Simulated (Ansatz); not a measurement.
**GeH3O (SMILES [OH][GeH2]): UPBE0/aug-cc-pVDZ (accuracy low, xc a 0.33)**

Aim: the energy change on altering one bond length of GeH3O at UPBE0/aug-cc-pVDZ (accuracy low, xc a 0.33), from 2 runs. 

The calculation is run with Ansatz 0.2.0.

1 further run of the same task is left out (set aside as unsound or not needed).

**1. Starting point**

The species is GeH3O (5 atoms), meant as a doublet with charge 0. SMILES: `[OH][GeH2]`. The shape is that of a PBE0-D4/def2-TZVP optimisation. This is one conformer, not always the lowest.

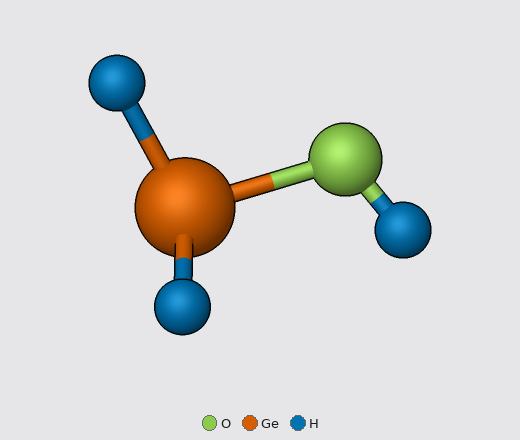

Viewed from a chosen angle; oxygen green, germanium orange, hydrogen blue.

**2. A single-point energy at UPBE0/aug-cc-pVDZ (accuracy low, xc a 0.33)**

Contents of job.yaml:

```yaml
crystal:
  periodic: [false, false, false]
  atoms:
    - {symbol: O, position_ang: [0.355500, -1.075800, 0.460700]}
    - {symbol: Ge, position_ang: [-0.520100, 0.416100, 0.017700]}
    - {symbol: H, position_ang: [1.097400, -0.907600, 1.046500]}
    - {symbol: H, position_ang: [-1.396800, -0.014400, -1.180300]}
    - {symbol: H, position_ang: [0.513900, 1.508000, -0.385900]}
basis:
  gaussian:
    orbitals: aug-cc-pVDZ
    final_grid: {core_spheres: 5, valence_spheres: 4, degree: 11}
magnetization:
  spin_polarized: true
  initial_magnetization: 1
hamiltonian:
  xc: {name: PBE0, parameters: {a: 0.33}}
accuracy: low
scf:
  omitted_lower_state_checks: [stability]
```

Run with:

```console
ansatz run job.yaml --threads 1 --pin off --max-ram 2610MiB --events-out events.jsonl --progress --plain --runs-dir runs
```

The log of the run:

```text
Warning: RAYON_NUM_THREADS=1 ignored (pool sized by the plan → 1); use --threads N
Functional definition: PBE0
  name "PBE0"
  parameter a = 0.25
  parameter kappa = 0.804
  parameter beta = 0.06672455060314922
  exchange = (1 - a)*pbe_x(kappa = kappa, mu = beta*pi^2/3) + a*exact_x
  correlation = pbe_c(beta = beta)
  with a = 0.33 from the input
these checks for a lower state are left out or cut short: stability
878 factors; integrals over basis functions are off by at most 7.8e-4 eV
mean field evaluation 1: about -58599.4123 eV, gradient 3.5e1 eV
mean field evaluation 2: about -58583.8096 eV, gradient 7.0e1 eV
mean field evaluation 4: about -58603.9255 eV, gradient 7.3e-1 eV
mean field evaluation 8: about -58603.9678 eV, gradient 7.4e-2 eV
mean field evaluation 16: about -58603.9679 eV, gradient 2.1e-4 eV
mean field -58603.96791899 eV, -2153.6560978267 hartree, gradient 5.8e-6 eV, S^2 0.752439; 0 other end points of the search recorded, 0 dependent functions left out
reference -58603.96796921 eV, -2153.6560996722 hartree; 22, 21 occupied and 64, 65 virtual orbitals, 878 factors
Total energy: -58603.96796921 eV, -2153.6560996722 hartree
Checks for a lower state left out: stability
```

Run time: 0.76 s. Hardware: 1 thread of AMD EPYC 9R45 (Zen 5), shared host.

**3. The distorted shape at the same level**

Edit job.yaml of step 2 so:

```diff
@@ -3,5 +3,5 @@
   atoms:
-    - {symbol: O, position_ang: [0.355500, -1.075800, 0.460700]}
+    - {symbol: O, position_ang: [0.267930, -0.926592, 0.416395]}
     - {symbol: Ge, position_ang: [-0.520100, 0.416100, 0.017700]}
-    - {symbol: H, position_ang: [1.097400, -0.907600, 1.046500]}
+    - {symbol: H, position_ang: [1.009830, -0.758392, 1.002195]}
     - {symbol: H, position_ang: [-1.396800, -0.014400, -1.180300]}
```

Run with:

```console
ansatz run job.yaml --threads 1 --pin off --max-ram 2610MiB --events-out events.jsonl --progress --plain --runs-dir runs
```

The log of the run:

```text
Warning: RAYON_NUM_THREADS=1 ignored (pool sized by the plan → 1); use --threads N
Functional definition: PBE0
  name "PBE0"
  parameter a = 0.25
  parameter kappa = 0.804
  parameter beta = 0.06672455060314922
  exchange = (1 - a)*pbe_x(kappa = kappa, mu = beta*pi^2/3) + a*exact_x
  correlation = pbe_c(beta = beta)
  with a = 0.33 from the input
these checks for a lower state are left out or cut short: stability
878 factors; integrals over basis functions are off by at most 7.5e-4 eV
mean field evaluation 1: about -58598.9642 eV, gradient 3.5e1 eV
mean field evaluation 2: about -58589.8942 eV, gradient 5.9e1 eV
mean field evaluation 4: about -58603.2840 eV, gradient 5.1e-1 eV
mean field evaluation 8: about -58603.3283 eV, gradient 5.2e-2 eV
mean field evaluation 16: about -58603.3283 eV, gradient 9.7e-5 eV
mean field -58603.32833780 eV, -2153.6325936515 hartree, gradient 8.7e-6 eV, S^2 0.752260; 0 other end points of the search recorded, 0 dependent functions left out
reference -58603.32839425 eV, -2153.6325957261 hartree; 22, 21 occupied and 64, 65 virtual orbitals, 878 factors
Total energy: -58603.32839425 eV, -2153.6325957261 hartree
Checks for a lower state left out: stability
```

Wall time 0.74 s (1 thread of AMD EPYC 9R45 (Zen 5), shared host).

**4. Summary of results**

Level: UPBE0/aug-cc-pVDZ (accuracy low, xc a 0.33).

| quantity | value |
| --- | --- |
| first shape: total energy | -2153.65610 Eh |
| first shape: ⟨S²⟩ | 0.752 |
| distorted shape: total energy | -2153.63260 Eh |
| distorted shape: ⟨S²⟩ | 0.752 |
| energy change with the O1–Ge2 bond shortened from 1.786 to 1.607 Å | 0.640 eV |

What this shows: With the O1–Ge2 bond shortened from 1.786 to 1.607 Å the energy rises by 0.64 eV (14.7 kcal/mol). The first shape isn't relaxed at this level, so the change isn't measured from a minimum. The accuracy setting (first shape) is loose, so the last digits carry no meaning. The accuracy setting (distorted shape) is loose, so the last digits carry no meaning.
